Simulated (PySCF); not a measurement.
Vertical excitations of a molecule C5H8Si from TDA-ωB97X/def2-SVPD (PySCF), as energy in eV (oscillator strength): 5.01 (0.174), 5.99 (0.019), 6.57 (0.003), 6.90 (0.020), 7.29 (0.006), 7.39 (0.014), 7.69 (0.044), 7.78 (0.046), 7.85 (0.010), 8.01 (0.145). Lowest triplet (TDA): 2.85 eV. Coordinates come from a B3LYP-D3(BJ)/def2-SVP optimisation. Other conformers were not sampled.

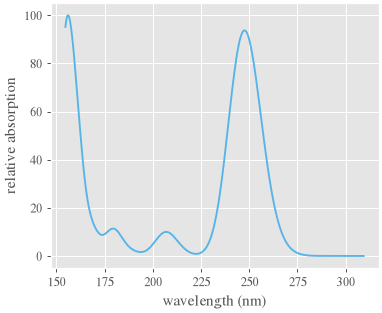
Fig. 1. The lines broadened by 0.4 eV.

Identify the compound among the candidates.
A) C1=CC[SiH2]C=C1
B) C=C=C([SiH3])C=C
C) CC1=CC=C[SiH2]1
D) C#CC(=C)C[SiH3]

A, C1=CC[SiH2]C=C1
